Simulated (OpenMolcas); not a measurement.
# CH4BFO (SMILES OCBF) at 6 levels

Aim: a comparison of 6 runs (B3LYP/def2-SVPD, BLYP/def2-SVPD, PBE/def2-SVPD, PBE0/def2-SVPD, SVWN5/def2-SVPD, MP2/def2-SVPD) of CH4BFO. 

The results are computed with OpenMolcas 26.06.

2 further runs of the same task are left out: 1 that didn't finish, 1 set aside as unsound or not needed.

## (1) The system as given

The species is CH4BFO (8 atoms), meant as a singlet with charge 0. SMILES: `OCBF`. The O1–H5 distance was set to 1.247 Å, away from the relaxed value.

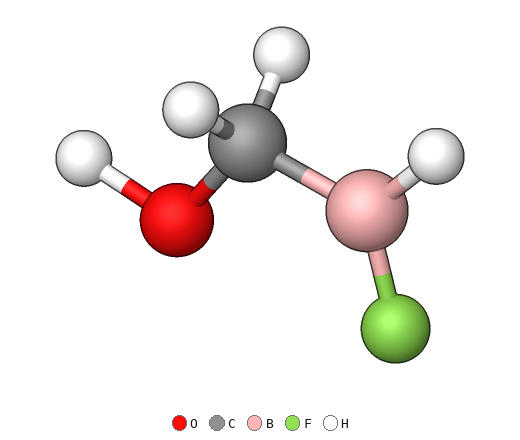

Viewed from a chosen angle; oxygen red, carbon grey, boron pink, fluorine green, hydrogen white.

## (2) The energy at B3LYP/def2-SVPD (run 1)

Input file run.inp:

```
>>> EXPORT MOLCAS_PRINT=2

&GATEWAY
  BasLib=$CurrDir
  Coord
  8
  angstrom
  O       -1.216922       0.476160      -0.154902
  C        0.141478       0.138560       0.000798
  B        0.392178      -1.398440       0.090398
  F       -0.599322      -2.263140       0.021598
  H       -1.319100       1.717500      -0.217300
  H        0.586678       0.585560       0.908098
  H        0.767778       0.513360      -0.829002
  H        1.504578      -1.831840       0.225198
  Basis=def2-SVPD
  Group=NoSym

&SEWARD
  GridInput
  Grid=UltraFine
  End of Grid

&SCF
  KSDFT=B3LYP
  Thresholds=1e-10 1e-07 1e-07 1e-05
  PrOrbitals=1 2
```

The basis set def2-SVPD is read from a file made from the Basis Set Exchange's data (not shown).

Launch:

```console
$ export MOLCAS_MEM=1860
$ pymolcas run.inp > run.log
```

Standard output:

```text
--- Start Module: gateway ---
[...]
--- Stop Module: gateway /rc=_RC_ALL_IS_WELL_ ---
--- Start Module: seward ---
[...]
      Basis functions          118
--- Stop Module: seward /rc=_RC_ALL_IS_WELL_ ---
[...]
--- Start Module: scf ---
[...]
       Convergence after  15 Iterations
[...]
::    Total KS-DFT energy                            -240.2659944421
[...]
      Total spin, S                                     0.0000000000
[...]
      Total electronic charge=   32.000000
      Total            charge=   -0.000000
[...]
      Dipole Moment (debye):
      Origin of the operator (angstrom)=   -0.3753   -0.7757   -0.0157
                   X=  1.6839E+00               Y=  2.2947E+00               Z=  8.0801E-02           Total=  2.8474E+00
      Quadrupole Moment (debye*angstrom):
[...]
--- Stop Module: scf /rc=_RC_ALL_IS_WELL_ ---
[...]
```

Run time: 65 s. Hardware: 1 thread of Intel Xeon Platinum 8259CL at 2.50GHz (Skylake/Cascade Lake), shared host; peak memory 0.74 GiB.

## (3) The energy at BLYP/def2-SVPD (run 2)

Input file test.input:

```
&GATEWAY
 BASLIB=$CurrDir
 COORD
 8
 angstrom
 O       -1.216922       0.476160      -0.154902
 C        0.141478       0.138560       0.000798
 B        0.392178      -1.398440       0.090398
 F       -0.599322      -2.263140       0.021598
 H       -1.319100       1.717500      -0.217300
 H        0.586678       0.585560       0.908098
 H        0.767778       0.513360      -0.829002
 H        1.504578      -1.831840       0.225198
 BASIS=def2-SVPD
 GROUP=NoSym

&SEWARD
 GRIDINPUT
 Grid=UltraFine
 End of Grid

&SCF
 KSDFT=BLYP
 THRESHOLDS=1e-10 1e-07 1e-07 1e-05
 PRORBITALS=0
```

The basis set def2-SVPD is read from a file made from the Basis Set Exchange's data (not shown).

Launch:

```console
$ export MOLCAS_MEM=1860
$ pymolcas test.input > test.log
```

Standard output:

```text
--- Start Module: gateway ---
[...]
--- Stop Module: gateway /rc=_RC_ALL_IS_WELL_ ---
--- Start Module: seward ---
[...]
      Basis functions          118
--- Stop Module: seward /rc=_RC_ALL_IS_WELL_ ---
[...]
--- Start Module: scf ---
[...]
       Convergence after  15 Iterations
[...]
::    Total KS-DFT energy                            -240.2063576150
[...]
      Total spin, S                                     0.0000000000
[...]
      Total electronic charge=   32.000000
      Total            charge=   -0.000000
[...]
      Dipole Moment (debye):
      Origin of the operator (angstrom)=   -0.3753   -0.7757   -0.0157
                   X=  1.5661E+00               Y=  2.1750E+00               Z=  7.3402E-02           Total=  2.6812E+00
      Quadrupole Moment (debye*angstrom):
[...]
--- Stop Module: scf /rc=_RC_ALL_IS_WELL_ ---
[...]
```

Wall time 62 s (1 thread of Intel Xeon Platinum 8259CL at 2.50GHz (Skylake/Cascade Lake), shared host); peak memory 0.74 GiB.

## (4) The energy at PBE/def2-SVPD (run 3)

Input file struct.xyz:

```xyz
8

O     -1.216922     0.476160    -0.154902
C      0.141478     0.138560     0.000798
B      0.392178    -1.398440     0.090398
F     -0.599322    -2.263140     0.021598
H     -1.319100     1.717500    -0.217300
H      0.586678     0.585560     0.908098
H      0.767778     0.513360    -0.829002
H      1.504578    -1.831840     0.225198
```

Input file run.inp:

```
&GATEWAY
BasLib=$CurrDir
Coord=struct.xyz
Basis=def2-SVPD
Group=NoSym
&SEWARD
GridInput
Grid=UltraFine
End of Grid
&SCF
KSDFT=PBE
Thresholds=1e-10 1e-07 1e-07 1e-05
PrOrbitals=1 1
```

The basis set def2-SVPD is read from a file made from the Basis Set Exchange's data (not shown).

Launch:

```console
$ export MOLCAS_MEM=1860
$ pymolcas run.inp > run.log
```

Standard output:

```text
--- Start Module: gateway ---
[...]
--- Stop Module: gateway /rc=_RC_ALL_IS_WELL_ ---
--- Start Module: seward ---
[...]
      Basis functions          118
--- Stop Module: seward /rc=_RC_ALL_IS_WELL_ ---
[...]
--- Start Module: scf ---
[...]
       Convergence after  15 Iterations
[...]
::    Total KS-DFT energy                            -239.9897634337
[...]
      Total spin, S                                     0.0000000000
[...]
      Total electronic charge=   32.000000
      Total            charge=   -0.000000
[...]
      Dipole Moment (debye):
      Origin of the operator (angstrom)=   -0.3753   -0.7757   -0.0157
                   X=  1.5155E+00               Y=  2.2256E+00               Z=  6.5992E-02           Total=  2.6934E+00
      Quadrupole Moment (debye*angstrom):
[...]
--- Stop Module: scf /rc=_RC_ALL_IS_WELL_ ---
[...]
```

It took 65 s on 1 thread of Intel Xeon Platinum 8259CL at 2.50GHz (Skylake/Cascade Lake), shared host; peak memory 0.74 GiB.

Runs 4 to 5 aren't shown in full; the table further down has their settings and results.

## (5) The energy at MP2/def2-SVPD (run 6)

Input file coord.xyz:

```xyz
8

O     -1.216922     0.476160    -0.154902
C      0.141478     0.138560     0.000798
B      0.392178    -1.398440     0.090398
F     -0.599322    -2.263140     0.021598
H     -1.319100     1.717500    -0.217300
H      0.586678     0.585560     0.908098
H      0.767778     0.513360    -0.829002
H      1.504578    -1.831840     0.225198
```

Input file mol.input:

```
* CH4BFO MP2
&gateway
baslib=$CurrDir
coord=coord.xyz
basis=def2-SVPD
group=NoSym
&seward
&scf
thresholds=1e-10 1e-07 1e-07 1e-05
prorbitals=1 2
&mbpt2
frozen=4
```

The basis set def2-SVPD is read from a file made from the Basis Set Exchange's data (not shown).

Launch:

```console
$ export MOLCAS_MEM=1860
$ pymolcas mol.input > mol.log
```

Standard output:

```text
--- Start Module: gateway ---
[...]
--- Stop Module: gateway /rc=_RC_ALL_IS_WELL_ ---
[...]
      Basis functions          118
[...]
--- Start Module: scf ---
[...]
       Convergence after  14 Iterations
[...]
::    Total SCF energy                               -238.9938620680
[...]
      Total spin, S                                     0.0000000000
[...]
      Total electronic charge=   32.000000
      Total            charge=   -0.000000
[...]
      Dipole Moment (debye):
      Origin of the operator (angstrom)=   -0.3753   -0.7757   -0.0157
                   X=  1.9584E+00               Y=  2.5287E+00               Z=  9.9952E-02           Total=  3.2000E+00
      Quadrupole Moment (debye*angstrom):
[...]
--- Stop Module: scf /rc=_RC_ALL_IS_WELL_ ---
[...]
--- Start Module: mbpt2 ---
[...]
WARNING!
Default frozen orbitals as non valence orbitals is overwritten by user input.
Default values:   4
[...]
       Reference weight ( Cref**2 )         =        0.84527
::    Total MBPT2 energy                             -239.6277154330
[...]
      Total MBPT2 calculations                           0.97      1.11
--- Stop Module: mbpt2 /rc=_RC_ALL_IS_WELL_ ---
[...]
```

Run time: 23 s. Hardware: 1 thread of Intel Xeon Platinum 8259CL at 2.50GHz (Skylake/Cascade Lake), shared host; peak memory 0.74 GiB.

## (6) The series

```csv
run,level,integration grid,frozen core orbitals,energy (Eh),dipole moment (D) of the reference,HOMO energy (eV),LUMO energy (eV),wall time
1,B3LYP/def2-SVPD,UltraFine,–,-240.265994,2.85,-7.86,-1.25,65 s
2,BLYP/def2-SVPD,UltraFine,–,-240.206358,2.68,-6.36,-1.90,62 s
3,PBE/def2-SVPD,UltraFine,–,-239.989763,2.69,-6.42,-1.89,65 s
4,PBE0/def2-SVPD,UltraFine,–,-239.995142,2.88,-8.09,-0.88,65 s
5,SVWN5/def2-SVPD,UltraFine,–,-238.432426,2.86,-6.52,-1.99,46 s
6,MP2/def2-SVPD,–,4,-239.627715,3.20,-12.36,1.81,23 s
```

## (7) Summary of results

| quantity | value |
| --- | --- |
| run 6: total energy | -239.62772 Eh |
| run 6: dipole moment (mean-field density) | 3.20 D |
| run 6: HOMO energy (Hartree–Fock orbitals) | -12.36 eV |
| run 6: LUMO energy (Hartree–Fock orbitals) | 1.81 eV |
| run 6: HOMO–LUMO gap (Hartree–Fock orbitals) | 14.17 eV |
| run 6: correlation energy (4 core orbitals frozen) | -633.9 mEh |

**Reading.** Over runs 1, 2, 3, 4, 5 the dipole moment (its size) runs from 2.68 D (BLYP/def2-SVPD) to 2.88 D (PBE0/def2-SVPD). Over runs 1, 2, 3, 4, 5 the HOMO–LUMO gap runs from 4.46 eV (BLYP/def2-SVPD) to 7.21 eV (PBE0/def2-SVPD). Totals of different functionals can't be ranked against each other. All runs together took 5.4 min, the longest 65 s.
